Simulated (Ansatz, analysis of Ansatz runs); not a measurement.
# Local vibrational mode of the Al-H pair in alpha-quartz (HSE06), part 2 of 2

How near does this set-up come to the measured local vibrational mode? Subject: Al-H pair in alpha-quartz. Set-up: HSE06, 36-site cell, PBE lattice, 420 eV, k: the zone centre alone, anharmonic cut. The model is a cell of 36 host atoms with Al put on another atom's site and H put in between. The frequencies come from force constants among the defect atom and its neighbours, with the masses of the isotopes named. Exact exchange opens the gap, stiffens bonds and lessens the self-interaction error, at many times the cost.

Ansatz 0.2.0; HSE06, 36-site cell, PBE lattice, 420 eV, k: the zone centre alone, anharmonic cut.

So far: The structure; Relaxation, charge 0.

## 2. Relaxation, charge 0 (continued)

Level of this step: plane-wave PAW DFT, HSE06; relaxation of all atoms of a defect supercell (Ansatz).

Step by step:

```
step  energy less that of the first step (eV)  largest force component (eV/Å)
   1                                   0.0000                         26.5527
   2                                  -4.6692                         13.3359
   3                                  -7.7168                          6.0578
   4                                  -8.8657                          2.0552
   5                                  -9.3395                          1.1138
   6                                  -9.6345                          0.6079
   7                                  -9.7560                          0.4960
   8                                  -9.7968                          0.3946
   9                                  -9.8238                          0.3133
  10                                  -9.8244                          0.2273
  11                                  -9.8294                          0.0637
  12                                  -9.8294                          0.0640
  13                                  -9.8299                          0.1196
  14                                  -9.8305                          0.0246
  15                                  -9.8305                          0.0246
  16                                  -9.8307                          0.0062
```

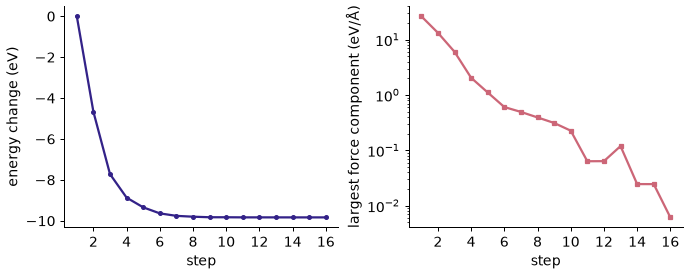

Energy and largest force along the relaxation.

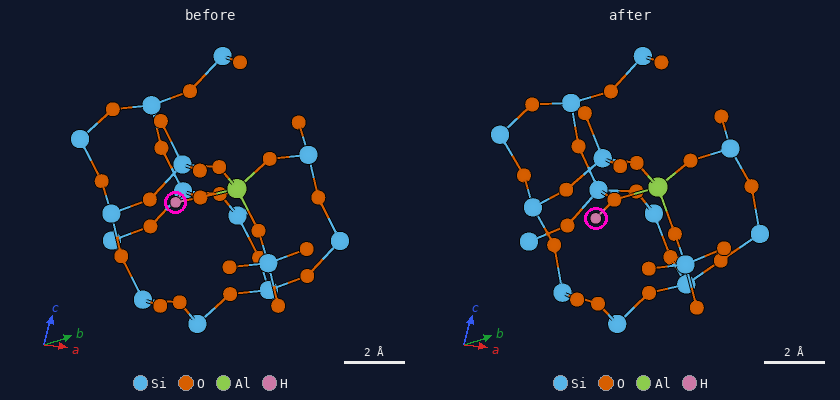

Before and after: the atoms that start within 5 Å of the centre. H37, which moves most, is ringed if it is among them.

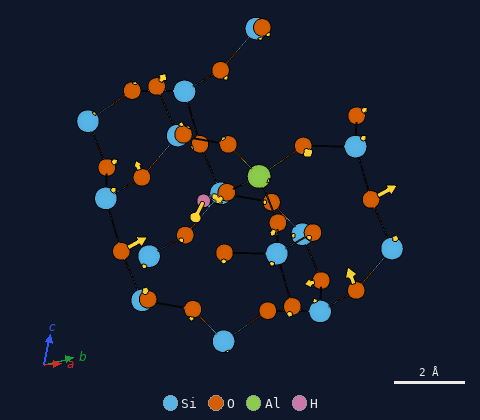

Displacements in the relaxation from the typed sites near the centre, exaggerated, the mean shift taken out; the longest in the cell stands for 1.12 Å.

The atoms that moved most (Å, from the sites as typed, ahead of the random displacement, the mean shift of all atoms taken out):

```
atom      dx      dy      dz  length
 H37  -1.027   0.341   0.277   1.117
  O9   0.434   0.143   0.346   0.573
 O16   0.294   0.209  -0.317   0.480
 O29   0.100  -0.304   0.077   0.329
 O27   0.098   0.226   0.113   0.271
 O34   0.108   0.198  -0.149   0.270
 O13  -0.094  -0.091  -0.232   0.267
  O7  -0.120  -0.169  -0.119   0.239
```

Final coordinates:

```xyz
37
Lattice="-2.5092 4.3460 5.5090 5.0183 0.0000 5.5090 5.0183 8.6920 0.0000" Properties=species:S:1:pos:R:3 pbc="T T T"
Si    4.9230    4.2164    3.5617
Si    0.0499    4.3921    3.6425
Si    3.8755    2.1522    7.2572
Si    1.2380    6.3074    7.3181
Si    1.3047    2.2312   -0.0875
Si    1.2830    2.2202    5.5547
O     3.8276    5.2880    4.2555
O     4.0642    5.4865    9.7724
O     1.2621    5.1744    2.8843
O     0.6830    4.9971    8.0758
O     2.7086    2.5499    6.2194
O     0.1363    6.8391    6.2560
O     0.1524    1.7077    0.9002
O     2.6088    5.9995    6.6076
O     3.9371    3.1393    2.9209
O     4.2414    3.4402    8.1613
O     5.8467    3.6226    4.7252
O     0.7560    3.5547    4.8202
Si    7.3611    8.6341    3.7341
Si    2.4807    8.7889    3.6747
Si    6.4894    6.4640    7.3897
Si    3.8247   10.7599    7.3678
Si    3.8956    6.6448    0.0171
Al    3.8215    6.6112    5.5775
O     6.4361    9.7272    4.4724
O     6.5158    9.8547    9.9064
O     3.4355    9.6036    2.6516
O     3.2842    9.3674    8.0000
O     5.3647    6.5847    6.2884
O     2.8296   11.2662    6.2035
O     2.9117    6.1781    1.2048
O     5.2667   10.4860    6.7133
O     6.4328    7.4945    3.0563
O     6.5643    7.7748    8.3290
O     8.3594    7.9938    4.8316
O     3.3708    8.0216    4.7386
H     2.9323    5.1465    3.8791
```

The atoms nearest to the centre after the run:

```
atom  distance (Å)
  O7         0.539
 H37         1.316
Al24         1.352
 Si1         2.080
 O36         2.359
 O29         2.425
 O14         2.439
 O17         2.874
 O28         2.890
```

Neighbours of the added atoms: H37: O7 0.98, O9 1.94, Si1 2.22 Å.

This step gave:

```
free energy : -21210.4376 eV
```

The relaxation ends 266 meV an atom lower than the displaced start, with a largest force component of 0.0062 eV/Å.

## 3. Local vibrational modes

A local mode lives on the defect and the atoms next to it, so only the sites listed in the input are displaced, which costs far fewer SCF runs than the whole cell would.

This step: plane-wave PAW DFT, HSE06; finite-displacement force constants among the atoms nearest to a defect, the others at rest.

modes/input.yaml

```yaml
crystal:
  lattice:
    - [-2.50916922, 4.34600857, 5.50897405]
    - [5.01833843, 0.0, 5.50897405]
    - [5.01833843, 8.69201713, 0.0]
  atoms:
    - { symbol: Si, position: [0.075303859, 0.571230541, 0.447432247] }
    - { symbol: Si, position: [0.578272331, 0.082913981, 0.216168346] }
[... 4 atom lines left out ...]
    - { symbol: O, position: [0.309061628, 0.463414235, 0.453844319] }
[... 1 atom line left out ...]
    - { symbol: O, position: [0.433685669, 0.089874365, 0.378457855] }
[... 4 atom lines left out ...]
    - { symbol: O, position: [0.684897271, 0.514523018, 0.347781222] }
    - { symbol: O, position: [0.053416413, 0.476794741, 0.334463128] }
[... 1 atom line left out ...]
    - { symbol: O, position: [0.05471947, 0.803012008, 0.389412594] }
[... 6 atom lines left out ...]
    - { symbol: Al, position: [0.505765532, 0.506667805, 0.507717688] }
[... 3 atom lines left out ...]
    - { symbol: O, position: [0.937717449, 0.514457784, 0.608840914] }
    - { symbol: O, position: [0.415013405, 0.726475503, 0.550046879] }
[... 3 atom lines left out ...]
    - { symbol: O, position: [0.067568838, 0.487211462, 0.828437842] }
[... 2 atom lines left out ...]
    - { symbol: O, position: [0.555663678, 0.304487554, 0.64504363] }
    - { symbol: H, position: [0.355964988, 0.34818052, 0.414115589] }
basis:
  ecutwfc: 420
  xc_grid: 2
hamiltonian:
  xc: hse06
kpoints:
  mp_grid: { grid: [1, 1, 1] }
scf:
  occupations: { method: fermi_dirac, width: 0.01 }
  max_iter: 120
output: {}
checkpoint:
  read: "../relax.run"
phonons:
  supercell: [1, 1, 1]
  displaced_sites: [6, 36]
```

Run with:

```sh
ansatz run input.yaml --threads 2 --pin off --max-ram 3768MiB --backend cpu --events-out ev --progress --plain --runs-dir out
```

Numbers of over 12 decimals in the logs are rounded to 6 here.

Output:

```text
[...]
Warning: basis.xc_grid 2: finite-displacement phonons take 3 at the least, and a number is run as typed, so the frequencies can be off [figures from the program's tests cut]. [...]
[...]
Crystal: 37 atoms, lattice volume = 480.597 Å³
Basis set: ecut = 420 eV, 9403 PW (Γ), exchange–correlation on 100×100×144 points (8 copies of the dense FFT grid, shifted against one another)
Bands: 133, of which v1, the nominal top of the filled ones, is band 96 counted from 1 (95 counted from 0)
Symmetry: 1 space group operations
k-points: 1
[...]
Stability of the state it starts from, as read at its close in the unpolarized treatment: not read, because the functional holds exact exchange (a hybrid, or Hartree-Fock), whose exchange loop this test does not read (fock_operator)
[...]
Frozen-core exchange: fock
[...]
max |Σ_I F_I| component: 1.68e-5 eV/Å
--- Band table (eV) ---
[...]
--- Phonons: 12 displaced members + reference (amplitude 0.0025 Å, Σ member SCF iterations 162) ---
  symmetry images taken by strict's conditions (phonons.symmetry_images: auto; settled by no image being taken that strict refuses)
  force constants formed among 2 of 37 sites (O 6, H 36); the other 35 at rest. The modes move the named sites alone.
  the frequencies, the zero-point energy and the sums are of the block with the acoustic sum rule laid on its rows. Row sums over every site: 1.2e-4 eV/Å² at the most
  transpose residual: 5.8e-4 eV/Å²
  largest component of a force at the reference: 3.0e-3 eV/Å on a named site, 6.2e-3 eV/Å on a site at rest
  frequencies among the named sites at Γ of the cell (cm⁻¹): 274.70 433.38 648.07 721.43 1244.56 3453.01
  unstable modes among the named sites: 0
  frequencies as built, with no sum rule (cm⁻¹): 274.70 433.38 648.06 721.43 1244.56 3453.01
  zero-point energy: 0.420006 eV/cell   skipped modes (ω ≤ 0): 0
  not written: the harmonic force-constant file, the file of eigenvectors (these modes' are written with the force constants), the density of states and the dispersion, which are of every site
[key lines of the parts left out:]
Free energy (F): -21210.437622 eV
Fermi energy:    4.546916 eV
```

Elapsed: 2.4 min, on 2 threads of AMD EPYC 9R45, shared host; peak memory 0.93 GiB.

Read from the output:

```
free energy : -21210.4376 eV
```

The modes with the largest weight on the probed atoms (the light atom of a pair), for the masses of each isotope. Modes of the displaced atoms (local only where they lie over the host's phonons):

```
isotopes  mode (cm⁻¹)  share of the defect atoms
       H         3453                      0.941
       H         1245                      0.903
       H        648.1                      0.935
       D         2515                      0.885
       D        943.8                      0.633
       D        475.9                      0.828
```

## 4. Point 1 along the mode

A light atom samples the curved part of its well, so the energy is mapped along the mode and the one-dimensional Schrödinger equation solved on it.

This step: plane-wave PAW DFT, HSE06; single point of a defect supercell.

cut0/input.yaml, as its differences from modes/input.yaml of step 3:

```diff
@@ -9,3 +9,3 @@
 [... 4 atom lines left out ...]
-    - { symbol: O, position: [0.309061628, 0.463414235, 0.453844319] }
+    - { symbol: O, position: [0.309949518, 0.461293305, 0.453111465] }
 [... 1 atom line left out ...]
@@ -26,3 +26,3 @@
     - { symbol: O, position: [0.555663678, 0.304487554, 0.64504363] }
-    - { symbol: H, position: [0.355964988, 0.34818052, 0.414115589] }
+    - { symbol: H, position: [0.341695002, 0.381624022, 0.425949497] }
 basis:
@@ -37,7 +37,5 @@
   max_iter: 120
-output: {}
+output:
+  forces: true
 checkpoint:
   read: "../relax.run"
-phonons:
-  supercell: [1, 1, 1]
-  displaced_sites: [6, 36]
```

Output:

```text
[...]
Warning: checkpoint.read: the run can stay near the saved state's solution: 2 site(s) moved relative to the saved geometry (max |Δs| = 3.344e-2 fractional); [...]
[...]
Crystal: 37 atoms, lattice volume = 480.597 Å³
Basis set: ecut = 420 eV, 9403 PW (Γ), exchange–correlation on 100×100×144 points (8 copies of the dense FFT grid, shifted against one another)
Bands: 133, of which v1, the nominal top of the filled ones, is band 96 counted from 1 (95 counted from 0)
Symmetry: 1 space group operations
[...]
k-points: 1
[...]
SCF iter   5: F=-21201.444256 eV  HF=-21201.444240 eV  |F-HF|=1.59e-5  |Δ(HF+E_count)|=   8.26e-4  Δρ=3.93e-4  dr2=2.40e-4  ethr=1.24e-7  ⟨swp⟩=3.0  Hψ=569  notcnv=0
SCF 1 stopped early in 5 iterations: F = -21201.444256 eV  dr2 = 2.40e-4
[...]
Frozen-core exchange: fock
[...]
SCF 3 converged in 3 iterations: F = -21205.860468 eV  dr2 = 2.63e-8
[...]
Free energy (F): -21205.860468 eV
[...]
Internal energy: -21205.860468 eV  (E = F + TS)
E sigma→0 (E₀):  -21205.860468 eV
Fermi energy:    4.554805 eV
[...]
--- Forces (eV/Å), atoms counted from 1 ---
  atom   1  Si     0.37411391    -0.30556052    -0.12532185
  atom   2  Si     0.34678907     0.17827894    -0.15150775
  [... 4 atoms left out ...]
  atom   7  O     41.21252596     6.39947513    17.46563673
  [... 6 atoms left out ...]
  atom  14  O      0.05974282    -0.00290943    -0.04913383
  atom  15  O      0.04830577     0.16393422     0.11355273
  [... 1 atom left out ...]
  atom  17  O     -0.13193356     0.14984844    -0.06237249
  [... 6 atoms left out ...]
  atom  24  Al     0.05408995     0.20760323     0.24073390
  [... 3 atoms left out ...]
  atom  28  O     -0.11454529    -0.02365045     0.11895929
  atom  29  O     -0.11897697     0.00457556    -0.17237351
  [... 6 atoms left out ...]
  atom  36  O      0.04514357    -0.08548027     0.01899324
  atom  37  H    -41.32238039    -6.44889824   -17.49727996
  max |Σ_I F_I| component: 1.01e-4 eV/Å
--- Band table (eV) ---
[...]
```

Run time: 10 s. Hardware: 2 threads; peak memory 0.89 GiB.

Read from the output:

- free energy: -21205.8605 eV

The series, run alike:

```
                   run    outcome  energy less the first (eV)  moment (μB)   time
point 1 along the mode  converged                      0.0000         0.00   10 s
point 2 along the mode  converged                     -2.6739         0.00   11 s
point 3 along the mode  converged                     -3.8570         0.00   11 s
point 4 along the mode  converged                     -4.4307         0.00   10 s
point 5 along the mode  converged                     -4.4776         0.00   10 s
point 6 along the mode  converged                     -4.2477         0.00   10 s
point 7 along the mode  converged                     -3.9833         0.00  9.9 s
point 8 along the mode  converged                     -3.6752         0.00   10 s
point 9 along the mode  converged                     -3.3967         0.00   11 s
```

## 5. Anharmonic fundamental

Analysis of the runs above: one-dimensional Schroedinger equation on a polynomial through HSE06 energies along the local mode.

It gives:

```
stretch          : 3216 cm⁻¹
stretch harmonic : 3453 cm⁻¹
```

Table of energy by normal coordinate:

```
normal coordinate (amu½ Å)  energy (eV)
                    -0.296         4.58
                    -0.217         1.90
                    -0.148        0.720
                    -0.074        0.146
                     0.000            0
                     0.074       0.0996
                     0.148        0.329
                     0.217        0.594
                     0.296        0.902
                     0.375         1.18
```

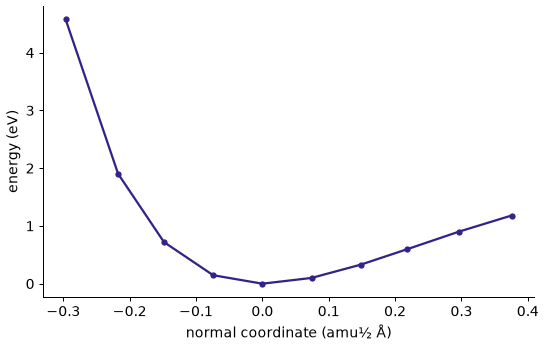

Energy, plotted against normal coordinate.

## 6. Outcome

```
distance from the defect atom to its nearest neighbour : 0.982 Å
O-H stretch, 1H                                        : 3216 cm⁻¹
time of the whole chain                                : 6.3 min on 2 threads
```

In words: O-H stretch, 1H: computed 3216 cm⁻¹, measured 3378 cm⁻¹ and 3313 cm⁻¹; 97 cm⁻¹ (3 %) below the nearest measurement. The anharmonic cut moves the O-H stretch, 1H from 3453 to 3216 cm⁻¹; a straight cut leaves out the coupling to the other modes. Only the named neighbours move, so modes near the host's band are approximate. Limits: the zone centre alone is a coarse sampling for this cell; the periodic copies of the defect are only 7.5 Å apart.

[Logs are printed without paths, hosts, clocks, repeated set-up lines and the standing remarks that a program may print on its own settings, such as how far it seeks lower states.]

[Hosts, paths, dates, database ids (printed as entryN), source tags and the programs' standing remarks are cut or masked in the printed files.]

[For some hosts the program warned that the k-mesh of the response run may be too coarse for force constants and the static dielectric constant; such warnings are not shown here.]
